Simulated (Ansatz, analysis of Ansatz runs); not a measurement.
# MgH2 (P4_2/mnm), nudged elastic band: V_H hop (2.7 Å) (q = +1), part 3 of 3

Aim: the barrier of one jump in MgH2 (P4_2/mnm) at charge +1: V_H hop (2.7 Å). The model is a cell of 72 host atoms with 1 H taken out; H is the atom that moves.

Ansatz 0.2.0; plane-wave PAW DFT, PBEsol; nudged elastic band between two relaxed defect structures at fixed charge in a uniform background.

So far: Set-up; Relaxation of the start point, charge +1; Relaxation of the end point, charge +1; Nudged elastic band, charge +1.

## Step 4: Nudged elastic band, charge +1 (continued)

Images along the path:

```
image  path (Å)  energy (eV)     H32: x, y, z (Å)
    0     0.000       0.0000  3.166, 7.520, 5.947
    1     0.797       0.1761  3.439, 7.004, 5.745
    2     1.595       0.3696  3.601, 6.415, 5.412
    3     2.347       0.2228  3.683, 5.937, 4.922
    4     3.099       0.0103  3.612, 5.440, 4.537
```

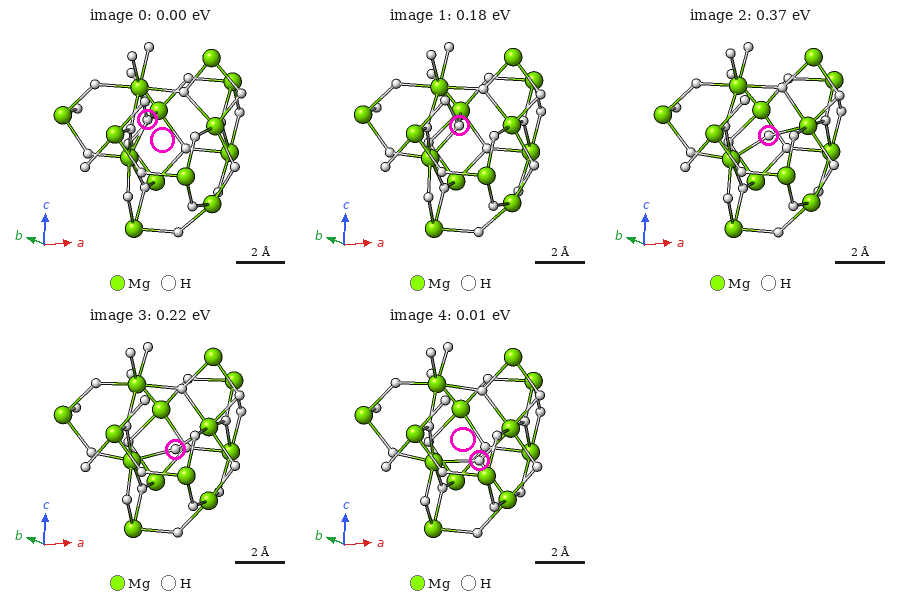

Images along the path; H32 is ringed. A ring with no atom in it marks the empty centre.

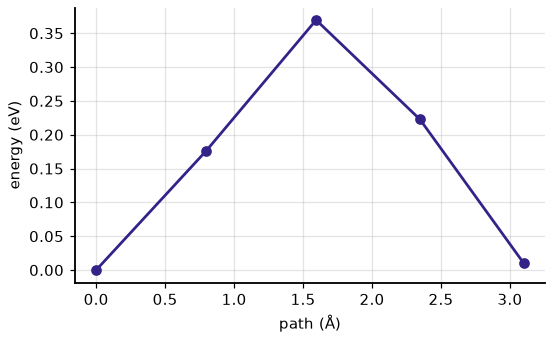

Energy along the path.

This step gave:

```
free energy      : -46640.7087 eV
barrier forward  : 0.3696 eV
barrier backward : 0.3593 eV
end less start   : 0.01028 eV
hop length       : 2.552 Å
```

Track of the atom that was set to move:

```
image  x (Å)  y (Å)  z (Å)  nearest neighbour  distance (Å)
    0  3.166   7.52  5.947                 Mg         1.921
    1  3.439  7.004  5.745                 Mg          1.91
    2  3.601  6.415  5.412                 Mg         1.872
    3  3.683  5.937  4.922                 Mg         1.866
    4  3.612   5.44  4.537                 Mg         1.912
```

The band met its tolerance of 0.04 eV/Å after 6 iterations, with image 2 on top (the start counts as 0). H32, which moves farthest between the ends, has 3 Mg at 1.92 to 1.98 Å nearest at the start and 2 Mg at 1.87 to 2.08 Å at the top.

## Step 5: Single point at the top of the path, PBEsol

A single point at the top of the band gives the levels near the gap and the populations there.

This step: plane-wave PAW DFT, PBEsol; single point of a defect supercell on a structure of the PBEsol path.

File qp1_c72k1s.top.probe/input.yaml:

```yaml
crystal:
  lattice:
    - [8.95437022, 0.0, 0.0]
    - [0.0, 8.95437022, 0.0]
    - [0.0, 0.0, 9.02322147]
  atoms:
    - { symbol: Mg, position: [0.25096163, 0.25044625, 0.16599323] }
    - { symbol: Mg, position: [0.00646501, -0.00135332, -0.00125557] }
[... 22 atom lines left out ...]
    - { symbol: Mg, position: [0.2262774, 0.749918, 0.49271827] }
[... 1 atom line left out ...]
    - { symbol: H, position: [0.34559666, 0.84255763, 0.33408381] }
    - { symbol: H, position: [0.15762314, 0.64012969, 0.33157814] }
    - { symbol: H, position: [0.10197111, 0.91410718, 0.50192622] }
    - { symbol: Mg, position: [0.2363135, 0.7287901, 0.83968838] }
[... 1 atom line left out ...]
    - { symbol: H, position: [0.40216068, 0.7164122, 0.59973184] }
    - { symbol: H, position: [0.39828115, 0.5969446, 0.84537883] }
    - { symbol: H, position: [0.13788865, 0.65733117, 0.66624078] }
[... 14 atom lines left out ...]
    - { symbol: Mg, position: [0.51651705, 0.00613936, 0.66343845] }
[... 15 atom lines left out ...]
    - { symbol: H, position: [0.60537518, 0.90812233, 0.49871331] }
[... 1 atom line left out ...]
    - { symbol: Mg, position: [0.49929949, 0.51885557, 0.67461586] }
[... 2 atom lines left out ...]
    - { symbol: H, position: [0.66360059, 0.65252521, 0.66852549] }
    - { symbol: H, position: [0.59052311, 0.89347596, 0.82670252] }
total_charge: 1
basis:
  ecutwfc: 420
  xc_grid: 2
hamiltonian:
  xc: pbesol
kpoints:
  mp_grid: { grid: [1, 1, 1], shift: [0.25, 0.25, 0.25] }
scf:
  occupations: { method: fixed }
  max_iter: 150
output:
  forces: true
  eigenvalues: true
  eigenstates: { localisation: true }
  populations: true
  write_density: true
  write_potential: true
  volumetric_format: npy
  elf: true
checkpoint:
  write: "../qp1_c72k1s.top.probe.run"
  compress: false
  write_wavefunctions: false
  write_every: 100000
```

Launch:

```
$ ansatz run input.yaml --threads 32 --pin off --max-ram 84787MiB --backend cuda --events-out ev --progress --plain --runs-dir out --max-vram 78GiB
```

Numbers of over 12 decimals in the logs are rounded to 6 here.

Log:

```text
[...]
Crystal: 71 atoms, lattice volume = 723.489 Å³
Basis set: ecut = 420 eV, 14111 PW (Γ), exchange–correlation on 120×120×128 points (8 copies of the dense FFT grid, shifted against one another)
Bands: 214, of which v1, the nominal top of the filled ones, is band 143 counted from 1 (142 counted from 0)
Symmetry: 1 space group operations
[...]
k-points: 1
[...]
SCF iter   1: F=—  HF=-46640.991519 eV  |F-HF|=—  |Δ(HF+E_count)|=         —  Δρ=1.03e-2  dr2=6.22e-1  ethr=1.77e-3  ⟨swp⟩=5.0  Hψ=678  notcnv=0  defer=69
[...]
SCF iter   7: F=-46640.708745 eV  HF=-46640.708745 eV  |F-HF|=2.07e-9  |Δ(HF+E_count)|=   7.24e-8  Δρ=7.63e-7  dr2=6.23e-9  ethr=3.50e-11  ⟨swp⟩=25.0  Hψ=2127  notcnv=0
SCF 1 converged in 7 iterations: F = -46640.708745 eV  dr2 = 6.23e-9
[...]
SCF converged after 7 iterations
Free energy (F): -46640.708745 eV
[...]
Internal energy: -46640.708745 eV  (E = F + TS)
E sigma→0 (E₀):  -46640.708745 eV
Fermi energy:    1.998636 eV
[...]
[... 9 atoms left out ...]
  atom  65  H     -0.00024044    -0.00255472    -0.00032429
  [... 1 atom left out ...]
  atom  67  Mg     0.00104897    -0.00684876     0.00657651
  [... 2 atoms left out ...]
  atom  70  H      0.00236993    -0.00774516     0.00297014
  [... 1 atom left out ...]
  max |Σ_I F_I| component: 8.53e-6 eV/Å
--- Band table (eV) ---
[...]
--- Löwdin populations: 71 sites ---
  site symbol       q [e]
     0     Mg      8.5603
     1     Mg      8.5637
  [... 22 atoms left out ...]
    24     Mg      8.6061
  [... 1 atom left out ...]
    26      H      1.6737
  [... 2 atoms left out ...]
    29     Mg      8.5644
  [... 1 atom left out ...]
    31      H      1.6227
    32      H      1.6767
    33      H      1.6689
  [... 14 atoms left out ...]
    48     Mg      8.5747
  [... 15 atoms left out ...]
    64      H      1.6668
  [... 1 atom left out ...]
    66     Mg      8.5712
  [... 2 atoms left out ...]
    69      H      1.6729
  [... 1 atom left out ...]
  spilling = 0.007202 (of n_electrons = 286.000000)
```

The job ended after 1.6 s (1 × NVIDIA GB200 with 32 threads of Arm Neoverse V2, shared host; peak memory 1.2 GiB; 3.9 s of CPU time).

Numbers from this step:

* free energy: -46640.7087 eV

From eigenstates.tsv, first k-point; energies on the run's zero. The participation number counts the atoms that a state is spread over, of 71; bands count from 0.

```
spin  band  energy (eV)  occupation  participation  largest share on  share
both   137        1.627        2.00           32.4               H21   0.07
both   138        1.682        2.00           42.5               H27   0.06
both   139        1.703        2.00           31.4               H69   0.07
both   140        1.757        2.00           28.4               H57   0.07
both   141        1.786        2.00           34.5               H32   0.08
both   142        1.999        2.00           41.0               H32   0.07
both   143        5.286        0.00           22.9               H32   0.14
both   144        5.700        0.00           66.0                H9   0.02
both   145        6.300        0.00           46.3               H32   0.05
both   146        6.470        0.00           53.0              Mg37   0.04
both   147        6.495        0.00           49.0              Mg61   0.04
```

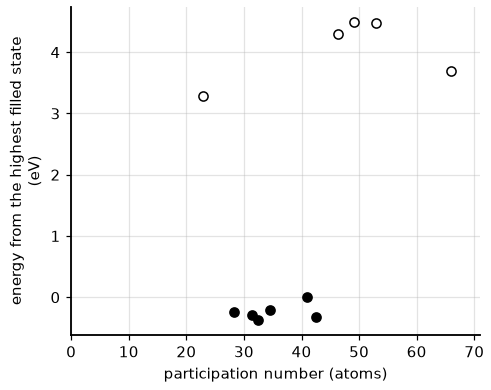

States next to the filling edge at the first k-point: energy against spread. Filled marks are occupied, open marks empty.

Under PBEsol at one point at (¼, ¼, ¼), the highest filled state is spread over 41 of 71 atoms, and the lowest empty one, 3.29 eV above it, is spread over 23 of 71 atoms.

Löwdin populations of the atoms near the centre, and their excess over far atoms of the same element, which can also hold differences between inequivalent host sites (the log counts sites from 0):

```
atom  distance from the centre (Å)  electrons  excess
 H32                          0.29      1.623  -0.048
Mg25                          1.58      8.606   0.048
Mg67                          2.29      8.571   0.013
 H34                          2.33      1.669  -0.002
 H27                          2.51      1.674   0.003
Mg30                          2.63      8.564   0.006
 H33                          2.63      1.677   0.006
 H65                          2.76      1.667  -0.004
```

The distance between the highest filled and the lowest empty level goes from 3.27 eV at the start to 3.29 eV at the top.

## Step 6: Summary of results

| Item | Value |
| --- | --- |
| barrier forward | 0.37 eV |
| barrier backward | 0.36 eV |
| end less start | 0.01 eV |
| hop length | 2.55 Å |
| band iterations, as the log counts them | 6 |

What this shows: The top of the band lies 0.37 eV above the start and 0.36 eV above the end. For hydrogen, zero-point energy and tunnelling change the rate much, so no rate follows from this barrier alone. The order of the top as a saddle was not checked for all atoms, so a bent path could be lower. No image-charge correction is applied; it largely cancels along a path if the charge stays localised alike. Keep in mind: one k-point off the zone centre stands for the whole zone; periodic copies of the defect are only 9.0 Å apart.

[Logs are printed without paths, hosts, clocks, repeated set-up lines and the standing remarks that a program may print on its own settings, such as how far it seeks lower states.]

[Hosts, paths, dates, database ids (printed as entryN), source tags and the programs' standing remarks are cut or masked in the printed files.]
